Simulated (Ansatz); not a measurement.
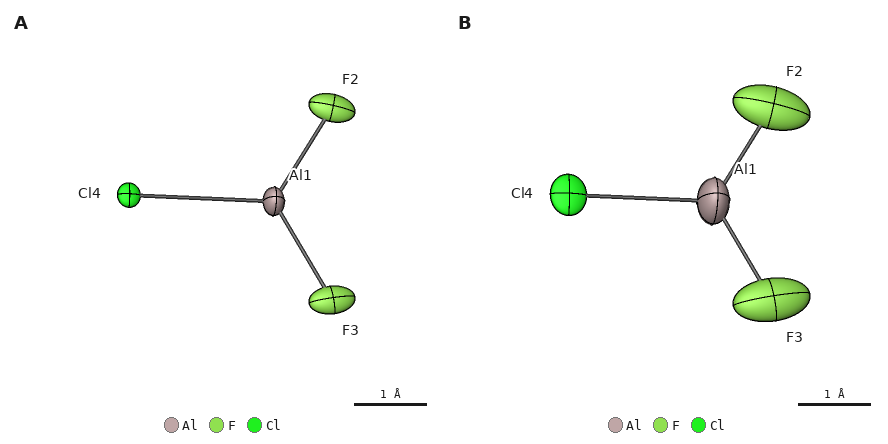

Displacement ellipsoids at the 50 % level, scaled by 3, from the internal vibrations of the free molecule (harmonic, no overall translation or rotation; no half-axis is drawn under 0.075 Å). Vibrations computed with RKS PBE0-D4/def2-TZVP (Ansatz 0.2.0). One panel is for 298 K, the other for 900 K.

**Which panel is for 900 K?**

B.

**How much does the mean-square displacement of Cl4 grow, and why?**

U_eq goes from 0.00094 to 0.0025 Å², a factor of 2.7. Modes below kT (626 cm⁻¹ at 900 K) grow about in proportion to T, and the lowest lies at 184 cm⁻¹; the mean-square amplitude of a mode is its zero-point value times coth(ħω/2kT), which comes close to 1 only above about 3kT.
